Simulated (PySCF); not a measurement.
## CH5F3OSi2: a changed input and its effect

System: CH5F3OSi2.
Method of the first run: GIAO PBE0/pcSseg-1 NMR shielding, non-relativistic, gas phase (PySCF 2.14.0).

The geometry comes from this level: GFN2-xTB, MD frame at 250 fs, 600 K. Text and figures count atoms from 1; the logs count them from 0 in places.

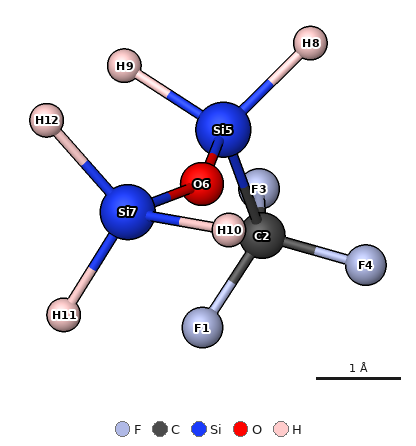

Fig. 1: The input geometry (ball-and-stick view, seen at an oblique angle; atoms are numbered from 1 in the order of the input). Bond lengths as drawn: C–F 1.29 to 1.32 Å, C–Si 1.92 Å, H–Si 1.45 to 1.57 Å and O–Si 1.59 to 1.62 Å.

Input file, the first run:
```
{"job": {"kind": "nmr", "xc": "PBE0", "basis": "pcSseg-1", "pop": false}, "charge": 0, "multiplicity": 1}
F     -2.123700     0.264400    -0.837000
C     -1.926400     0.158700     0.465900
F     -2.804100    -0.542000     1.128300
F     -2.089600     1.344700     0.958300
Si    -0.149800    -0.488400     0.803400
O      0.952400     0.111600    -0.168500
Si     2.123600     0.012600    -1.276600
H      0.008000    -0.299700     2.259200
H     -0.070200    -1.937900     0.711200
H      2.816600     1.364100    -0.898500
H      1.300100    -0.042900    -2.562600
H      2.956900    -1.239900    -1.149100
```

The first line tells a small driver script what to run in PySCF; the rest is the geometry in Å.

Command:
```bash
OMP_NUM_THREADS=1 python <driver script> task.json out
```

Hardware: 1 CPU thread, shared host.

Output (the first run):
```
coarse grid: 11784 points
cycle   1  E = -993.9297712692  dE =  1.076e+00  |g| = 1.074e+00  |ddm| = 3.136e+00
cycle   2  E = -993.6483832542  dE =  2.814e-01  |g| = 1.671e+00  |ddm| = 1.602e+00
cycle   3  E = -994.1157343158  dE = -4.674e-01  |g| = 1.250e-01  |ddm| = 1.134e+00
cycle   4  E = -994.1179051071  dE = -2.171e-03  |g| = 7.141e-02  |ddm| = 1.356e-01
cycle   5  E = -994.1186920750  dE = -7.870e-04  |g| = 9.052e-03  |ddm| = 4.044e-02
cycle   6  E = -994.1187060950  dE = -1.402e-05  |g| = 1.590e-03  |ddm| = 8.935e-03
cycle   7  E = -994.1187064701  dE = -3.751e-07  |g| = 6.545e-04  |ddm| = 1.579e-03
final grid: 107944 points
cycle   8  E = -994.1861452692  dE = -2.213e-05  |g| = 7.617e-03  |ddm| = 1.356e-02
cycle   9  E = -994.1861316962  dE =  1.357e-05  |g| = 1.175e-02  |ddm| = 1.161e-02
cycle  10  E = -994.1861547736  dE = -2.308e-05  |g| = 4.586e-04  |ddm| = 7.215e-03
cycle  11  E = -994.1861548032  dE = -2.967e-08  |g| = 2.333e-04  |ddm| = 4.479e-04
cycle  12  E = -994.1861548117  dE = -8.440e-09  |g| = 4.254e-05  |ddm| = 1.273e-04
cycle  13  E = -994.1861548119  dE = -2.278e-10  |g| = 1.166e-05  |ddm| = 3.143e-05
converged SCF energy = -994.1861548119

GIAO shielding tensors (ppm)
atom      isotropic    diamagn.    paramagn.     s11        s22        s33       span
  0 F      265.114     476.133    -211.020    169.997    287.664    337.679    167.682
  1 C       62.013     252.384    -190.371     55.338     58.745     71.956     16.619
  2 F      270.886     471.083    -200.196    190.395    296.896    325.368    134.973
  3 F      267.300     473.141    -205.841    186.806    285.068    330.025    143.218
  4 Si     396.600     879.948    -483.347    351.865    375.155    462.781    110.916
  5 O      326.469     398.216     -71.748    246.048    343.372    389.986    143.938
  6 Si     380.467     878.712    -498.245    342.672    356.679    442.051     99.379
  7 H       26.717      28.809      -2.092     23.578     25.618     30.954      7.376
  8 H       26.968      29.914      -2.946     23.541     26.004     31.360      7.819
  9 H       24.897      26.760      -1.863     21.232     23.481     29.978      8.746
 10 H       25.373      28.259      -2.886     21.586     24.656     29.877      8.290
 11 H       25.695      27.705      -2.010     22.765     24.320     30.001      7.236
```

The input of the second run differs as follows (lines with − go, lines with + come):
```diff
-F     -2.123700     0.264400    -0.837000
-C     -1.926400     0.158700     0.465900
-F     -2.804100    -0.542000     1.128300
-F     -2.089600     1.344700     0.958300
-Si    -0.149800    -0.488400     0.803400
-O      0.952400     0.111600    -0.168500
-Si     2.123600     0.012600    -1.276600
-H      0.008000    -0.299700     2.259200
-H     -0.070200    -1.937900     0.711200
-H      2.816600     1.364100    -0.898500
-H      1.300100    -0.042900    -2.562600
-H      2.956900    -1.239900    -1.149100
+F     -2.797200    -0.047000     0.378100
+C     -1.582300     0.055100     0.917900
+F     -0.981200    -1.139800     0.818300
+F     -1.893100     0.207400     2.242800
+Si     0.049800     1.228200     0.292800
+O      0.593600     0.584600    -1.007500
+Si     1.154600    -0.660000    -1.853400
+H     -0.082000     2.771900    -0.086500
+H      1.276600     0.663300     0.933700
+H      0.263500    -0.891800    -2.864000
+H      0.983600    -1.592300    -0.649700
+H      2.360200    -0.027700    -1.983800
```

Predict how the results change.

With the same method and basis, the second run lies 43.2 kcal/mol higher. The HOMO goes from −8.76 to −8.22 eV. The LUMO goes from −0.52 to −1.02 eV. The dipole moment goes from 2.44 to 2.78 D. Of all shieldings, the largest change is that of F3, by −43.1 ppm. The number of SCF iterations is the same.

Output (the second run):
```
coarse grid: 11784 points
cycle   1  E = -993.8029658894  dE =  1.046e+00  |g| = 1.193e+00  |ddm| = 3.126e+00
cycle   2  E = -993.2944233756  dE =  5.085e-01  |g| = 2.060e+00  |ddm| = 2.255e+00
cycle   3  E = -994.0448707673  dE = -7.504e-01  |g| = 1.292e-01  |ddm| = 1.697e+00
cycle   4  E = -994.0464159505  dE = -1.545e-03  |g| = 1.052e-01  |ddm| = 1.783e-01
cycle   5  E = -994.0480892958  dE = -1.673e-03  |g| = 1.287e-02  |ddm| = 6.449e-02
cycle   6  E = -994.0481230421  dE = -3.375e-05  |g| = 3.267e-03  |ddm| = 1.462e-02
cycle   7  E = -994.0481249455  dE = -1.903e-06  |g| = 9.294e-04  |ddm| = 2.943e-03
final grid: 107944 points
cycle   8  E = -994.1173456994  dE = -2.837e-05  |g| = 8.927e-03  |ddm| = 1.588e-02
cycle   9  E = -994.1173274092  dE =  1.829e-05  |g| = 1.373e-02  |ddm| = 1.421e-02
cycle  10  E = -994.1173590718  dE = -3.166e-05  |g| = 3.514e-04  |ddm| = 8.743e-03
cycle  11  E = -994.1173590837  dE = -1.187e-08  |g| = 2.415e-04  |ddm| = 4.455e-04
cycle  12  E = -994.1173590934  dE = -9.768e-09  |g| = 6.081e-05  |ddm| = 1.713e-04
cycle  13  E = -994.1173590939  dE = -4.979e-10  |g| = 1.277e-05  |ddm| = 3.923e-05
converged SCF energy = -994.1173590939

GIAO shielding tensors (ppm)
atom      isotropic    diamagn.    paramagn.     s11        s22        s33       span
  0 F      239.182     472.357    -233.175    160.337    229.974    327.236    166.898
  1 C       45.547     247.101    -201.554     37.692     44.723     54.226     16.534
  2 F      227.812     477.629    -249.817    132.396    244.032    307.006    174.610
  3 F      229.265     472.965    -243.701    123.281    223.773    340.740    217.459
  4 Si     379.765     878.458    -498.693    347.883    394.782    396.631     48.748
  5 O      316.983     401.354     -84.371    176.898    347.458    426.592    249.693
  6 Si     379.954     882.557    -502.603    343.740    368.194    427.926     84.185
  7 H       24.360      25.826      -1.467     21.077     22.966     29.036      7.959
  8 H       24.129      29.532      -5.403     19.533     22.973     29.880     10.347
  9 H       27.451      31.976      -4.525     23.956     26.049     32.347      8.392
 10 H       24.754      30.140      -5.386     20.283     25.871     28.108      7.825
 11 H       26.658      31.332      -4.674     21.537     25.473     32.965     11.428
```

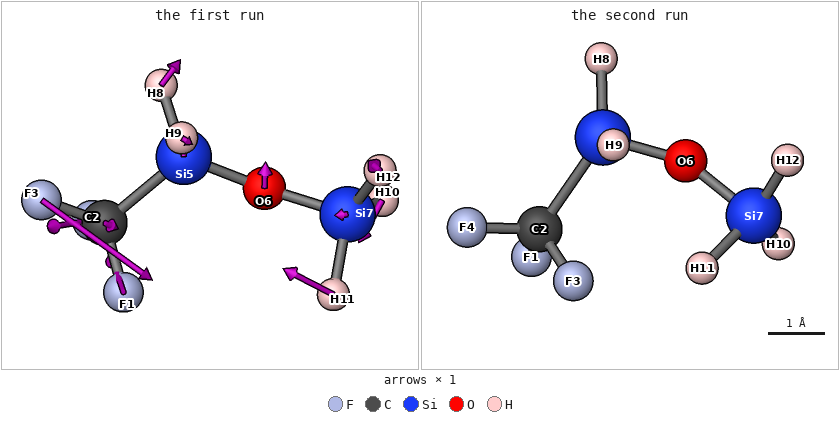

Fig. 2: The two input geometries at one scale (ball-and-stick view, seen at a tilt). The pink arrows on the first give the shifts of the atoms after the best rigid fit, at true length. F3 moves most after the best rigid fit: 2.48 Å. Largest moves by element: F 2.48 Å, H 1.12 Å, O 0.52 Å, C 0.36 Å, Si 0.35 Å. Among the contacts that change: Si7–H10 1.565 → 1.367 Å, C2–Si5 1.921 → 2.105 Å, Si7–H12 1.510 → 1.368 Å, Si5–H8 1.476 → 1.595 Å.

The two runs side by side:

| quantity | the first run | the second run |
| --- | --- | --- |
| outcome | converged | converged |
| total energy (hartree) | −994.186155 | −994.117359 |
| HOMO (eV) | −8.76 | −8.22 |
| LUMO (eV) | −0.52 | −1.02 |
| dipole moment (D) | 2.44 | 2.78 |
| shielding of F1 (ppm) | 265.1 | 239.2 |
| shielding of C2 (ppm) | 62.0 | 45.5 |
| shielding of F3 (ppm) | 270.9 | 227.8 |
| shielding of F4 (ppm) | 267.3 | 229.3 |
| shielding of Si5 (ppm) | 396.6 | 379.8 |
| shielding of O6 (ppm) | 326.5 | 317.0 |
| shielding of H9 (ppm) | 27.0 | 24.1 |
| SCF iterations | 13 | 13 |
| basis functions | 158 | 158 |
| wall time (shared host) | 40 s | 43 s |
